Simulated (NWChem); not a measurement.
# One shape, several levels: GaNH2F2 (SMILES [NH2][Ga]([F])[F])

Wanted: a comparison of 4 runs (HF/def2-SVP, PBE/6-311G**, PBE0/def2-SVP, CCSD/pcseg-1) of GaNH2F2. 

Program for the calculation: NWChem 7.3.0.

## (1) The system as given

GaNH2F2: 6 atoms, total charge 0, spin state singlet. As SMILES, `[NH2][Ga]([F])[F]`. The shape is that of a PBE0-D4/def2-TZVP optimisation.

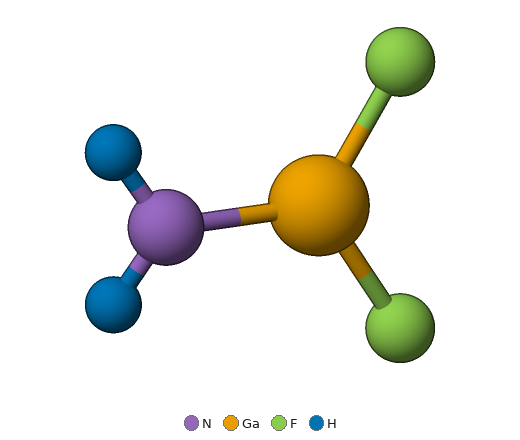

Viewed from a chosen angle; nitrogen purple, gallium amber, fluorine green, hydrogen blue.

## (2) Energy and forces at HF/def2-SVP (run 1)

Contents of f2gah2n.nw:

```
start f2gah2n
memory stack 880 mb heap 220 mb global 1100 mb
geometry units angstroms noautosym nocenter noautoz
  N     -0.297500     0.963700    -0.172700
  Ga     0.284200    -0.715300     0.042000
  F      1.685000    -1.101600     0.997700
  F     -0.455300    -2.067700    -0.763400
  H      0.025100     1.704800     0.425700
  H     -1.199500     1.152100    -0.575400
end
basis spherical bse
  N library def2-SVP
  Ga library def2-SVP
  F library def2-SVP
  H library def2-SVP
end
scf
  singlet
  rhf
  thresh 1e-08
  maxiter 80
end
task scf gradient
```

On the command line:

```
$ nwchem f2gah2n.nw > f2gah2n.out
```

The log of the run:

```text
[...]
  functions       =    84
[...]
  wavefunction    = RHF
[...]
         Total SCF energy =  -2177.396858993212
      One-electron energy =  -3630.435752038202
      Two-electron energy =   1156.667825301575
 Nuclear repulsion energy =    296.371067743414
        Time for solution =     10.2s
[...]
                         RHF ENERGY GRADIENTS
    atom               coordinates                        gradient
                 x          y          z           x          y          z
   1 N      -0.562193   1.821129  -0.326356    0.003208  -0.000864  -0.003524
   2 Ga      0.537060  -1.351721   0.079368   -0.004050   0.006814   0.001113
   3 F       3.184188  -2.081722   1.885380    0.005151  -0.001486   0.002951
   4 F      -0.860392  -3.907386  -1.442617   -0.002161  -0.004755  -0.003093
   5 H       0.047432   3.221605   0.804456    0.002614   0.001836   0.004272
   6 H      -2.266726   2.177153  -1.087348   -0.004762  -0.001545  -0.001720
[...]
```

Run time: 14 s. Hardware: 1 thread of Intel Xeon 6975P-C (Granite Rapids), shared host; peak memory 0.1 GiB.

## (3) Energy and forces at PBE/6-311G(d,p) (run 2)

Contents of run.py:

```python
from ase import Atoms
from ase.calculators.nwchem import NWChem

mol = Atoms(['N', 'Ga', 'F', 'F', 'H', 'H'], positions=[
    [-0.297500, 0.963700, -0.172700],
    [0.284200, -0.715300, 0.042000],
    [1.685000, -1.101600, 0.997700],
    [-0.455300, -2.067700, -0.763400],
    [0.025100, 1.704800, 0.425700],
    [-1.199500, 1.152100, -0.575400],
])

calc = NWChem(
    label='f2gah2n',
    theory='dft',
    memory='2200 mb',
    basis='6-311G**',
    basispar='spherical bse',
    dft={'xc': 'xpbe96 cpbe96', 'mult': '1', 'grid': 'fine', 'convergence': 'energy 1e-08', 'iterations': '100', 'mulliken': None, 'print': 'low'},
)
mol.calc = calc

forces = mol.get_forces()
print("Total energy (eV):", round(mol.get_potential_energy(), 6))
print("forces (eV/A):")
for s, f in zip(mol.symbols, forces):
    print(f"{s:2s} {f[0]:10.5f} {f[1]:10.5f} {f[2]:10.5f}")
```

On the command line:

```
$ export ASE_NWCHEM_COMMAND="nwchem PREFIX.nwi > PREFIX.nwo"
$ python run.py
```

The log of the run:

```text
Total energy (eV): -59323.266713
forces (eV/A):
N     0.12727   -0.01136   -0.14573
Ga   -0.19839    0.42541    0.01162
F     0.65615   -0.15653    0.43626
F    -0.34993   -0.61208   -0.38998
H     0.15123    0.29737    0.26467
H    -0.38628    0.05718   -0.17684
```

The calculator wrote f2gah2n.nwi:

```
title "f2gah2n"

permanent_dir f2gah2n

scratch_dir f2gah2n

start f2gah2n

geometry units angstrom nocenter noautosym noautoz
  N  -2.9749999999999999e-01 9.6370000000000000e-01 -1.7269999999999999e-01
  Ga 2.8420000000000001e-01 -7.1530000000000005e-01 4.2000000000000003e-02
  F  1.6850000000000001e+00 -1.1015999999999999e+00 9.9770000000000003e-01
  F  -4.5529999999999998e-01 -2.0676999999999999e+00 -7.6339999999999997e-01
  H  2.5100000000000001e-02 1.7048000000000001e+00 4.2570000000000002e-01
  H  -1.1995000000000000e+00 1.1520999999999999e+00 -5.7540000000000002e-01
end

memory 2200 mb

basis spherical bse noprint
   * library 6-311G**
end

dft
  xc xpbe96 cpbe96
  mult 1
  grid fine
  convergence energy 1e-08
  iterations 100
  mulliken
  print low
end

task dft gradient
```

f2gah2n.nwo:

```text
Northwest Computational Chemistry Package (NWChem) 7.3.0
             --------------------------------------------------------

           Job information
           ---------------

    nwchem branch   = 7.3.0
    use scalapack   = T
    input           = f2gah2n.nwi
    prefix          = f2gah2n.
    data base       = f2gah2n/f2gah2n.db
    status          = startup
    nproc           =        1

           Memory information
           ------------------

    heap     =     72089598 doubles =      550.0 Mbytes
    stack    =     72089595 doubles =      550.0 Mbytes
    global   =    144179200 doubles =     1100.0 Mbytes (distinct from heap & stack)
    total    =    288358393 doubles =     2200.0 Mbytes
    verify   = yes
    hardfail = no

[... 39 lines left out ...]
            Nuclear Dipole moment (a.u.)
[... 73 lines left out ...]
   convergence    iter        energy       DeltaE   RMS-Dens  Diis-err    time
[... 15 lines left out ...]
         Total DFT energy =    -2180.089858698274
      One electron energy =    -3629.710920506203
           Coulomb energy =     1256.470762391918
    Exchange-Corr. energy =     -103.220768327403
 Nuclear repulsion energy =      296.371067743414
[... 31 lines left out ...]
                         DFT ENERGY GRADIENTS

    atom               coordinates                        gradient
                 x          y          z           x          y          z
   1 N      -0.562193   1.821129  -0.326356   -0.002475   0.000221   0.002834
   2 Ga      0.537060  -1.351721   0.079368    0.003858  -0.008273  -0.000226
   3 F       3.184188  -2.081722   1.885380   -0.012760   0.003044  -0.008484
   4 F      -0.860392  -3.907386  -1.442617    0.006805   0.011903   0.007584
   5 H       0.047432   3.221605   0.804456   -0.002941  -0.005783  -0.005147
   6 H      -2.266726   2.177153  -1.087348    0.007512  -0.001112   0.003439

 Task  times  cpu:       21.4s     wall:       21.4s
 Total times  cpu:       21.4s     wall:       21.4s
```

It took 23 s on 1 thread of Intel Xeon 6975P-C (Granite Rapids), shared host; peak memory 0.12 GiB.

Run 3 isn't shown in full; the table further down has it.

## (4) The energy at CCSD/pcseg-1 (run 4)

Contents of run.py:

```python
from ase import Atoms
from ase.calculators.nwchem import NWChem

molecule = Atoms(['N', 'Ga', 'F', 'F', 'H', 'H'], positions=[
    [-0.297500, 0.963700, -0.172700],
    [0.284200, -0.715300, 0.042000],
    [1.685000, -1.101600, 0.997700],
    [-0.455300, -2.067700, -0.763400],
    [0.025100, 1.704800, 0.425700],
    [-1.199500, 1.152100, -0.575400],
])

calc = NWChem(
    label='sp',
    theory='ccsd',
    memory='2200 mb',
    basis='pcseg-1',
    basispar='spherical bse',
    scf={'nopen': '0', 'rhf': None, 'thresh': '1e-08', 'maxiter': '80'},
    ccsd={'freeze': 'core 12', 'maxiter': '60'},
    task='energy',
)
molecule.calc = calc

e = molecule.get_potential_energy()
print(f"E = {e:.6f} eV")
```

On the command line:

```
$ export ASE_NWCHEM_COMMAND="nwchem PREFIX.nwi > PREFIX.nwo"
$ python run.py
```

The log of the run:

```text
E = -59270.570348 eV
```

The calculator wrote sp.nwi:

```
title "sp"

permanent_dir sp

scratch_dir sp

start sp

geometry units angstrom nocenter noautosym noautoz
  N  -2.9749999999999999e-01 9.6370000000000000e-01 -1.7269999999999999e-01
  Ga 2.8420000000000001e-01 -7.1530000000000005e-01 4.2000000000000003e-02
  F  1.6850000000000001e+00 -1.1015999999999999e+00 9.9770000000000003e-01
  F  -4.5529999999999998e-01 -2.0676999999999999e+00 -7.6339999999999997e-01
  H  2.5100000000000001e-02 1.7048000000000001e+00 4.2570000000000002e-01
  H  -1.1995000000000000e+00 1.1520999999999999e+00 -5.7540000000000002e-01
end

memory 2200 mb

basis spherical bse noprint
   * library pcseg-1
end

scf
  nopen 0
  rhf
  thresh 1e-08
  maxiter 80
end
ccsd
  freeze core 12
  maxiter 60
end

task ccsd energy
```

sp.nwo:

```text
Northwest Computational Chemistry Package (NWChem) 7.3.0
             --------------------------------------------------------

           Job information
           ---------------

    nwchem branch   = 7.3.0
    use scalapack   = T
    input           = sp.nwi
    prefix          = sp.
    data base       = sp/sp.db
    status          = startup
    nproc           =        1

           Memory information
           ------------------

    heap     =     72089598 doubles =      550.0 Mbytes
    stack    =     72089595 doubles =      550.0 Mbytes
    global   =    144179200 doubles =     1100.0 Mbytes (distinct from heap & stack)
    total    =    288358393 doubles =     2200.0 Mbytes
    verify   = yes
    hardfail = no

[... 130 lines left out ...]
         Quadratically convergent ROHF
[... 14 lines left out ...]
       Final RHF  results
[... 4 lines left out ...]
      Two-electron energy =   1155.730637819998
[... 48 lines left out ...]
                       ROHF Final Molecular Orbital Analysis
[... 279 lines left out ...]
 Total MP2 energy:          -2178.145281113834699
[... 21 lines left out ...]
  Failed reading restart vector from sp/sp.t2
[... 3 lines left out ...]
             energy      energy      error      ampl     ampl      Block
[... 6 lines left out ...]
                  *************converged*************
[... 6 lines left out ...]
 Total CCSD energy:          -2178.153302998392064
[... 1 line left out ...]
 --------------------------------
 Spin Component Scaled (SCS) CCSD
 --------------------------------
 Same spin contribution:                 -0.149531904491249
 Same spin scaling factor:                1.130000000000000
 Opposite spin contribution:             -0.485551033573408
 Opposite spin scaling fact.:             1.270000000000000
 SCS-CCSD correlation energy:            -0.785620864713339
 Total SCS-CCSD energy:               -2178.303840925041186

 routine      calls  cpu(0)   cpu-min  cpu-ave  cpu-max   i/o
 aoccsd          1     0.02     0.02     0.02     0.02    0.00
 iterdrv         1     0.02     0.02     0.02     0.02    0.00
 pampt          12     0.16     0.16     0.16     0.16    0.00
[... 9 lines of this table left out ...]
 Total                57.16    57.16    57.16    57.16    0.00

 Task  times  cpu:       74.4s     wall:       74.4s
 Total times  cpu:       74.4s     wall:       74.4s
```

Wall time 76 s (1 thread of Intel Xeon 6975P-C (Granite Rapids), shared host); peak memory 0.24 GiB.

## (5) All runs side by side

```csv
run,level,iteration cap,module,energy (Eh),HOMO energy (eV),LUMO energy (eV),HOMO–LUMO gap (eV),wall time
1,HF/def2-SVP,80,scf,-2177.396859,-11.86,2.18,14.04,14 s
2,PBE/6-311G**,100,dft,-2180.089859,–,–,–,23 s
3,PBE0/def2-SVP,100,dft,-2179.644550,-8.12,-0.95,7.16,23 s
4,CCSD/pcseg-1,80,ccsd,-2178.153303,-12.04,2.04,14.08,76 s
```

## (6) Summary of results

| quantity | value |
| --- | --- |
| run 4: total energy | -2178.15330 Eh |
| run 4: HOMO energy (Hartree–Fock orbitals) | -12.04 eV |
| run 4: LUMO energy (Hartree–Fock orbitals) | 2.04 eV |
| run 4: HOMO–LUMO gap (Hartree–Fock orbitals) | 14.08 eV |
| run 4: correlation energy (12 core orbitals frozen) | -635.1 mEh |

Totals of different functionals can't be ranked against each other. All runs together took 2.3 min, the longest 76 s.
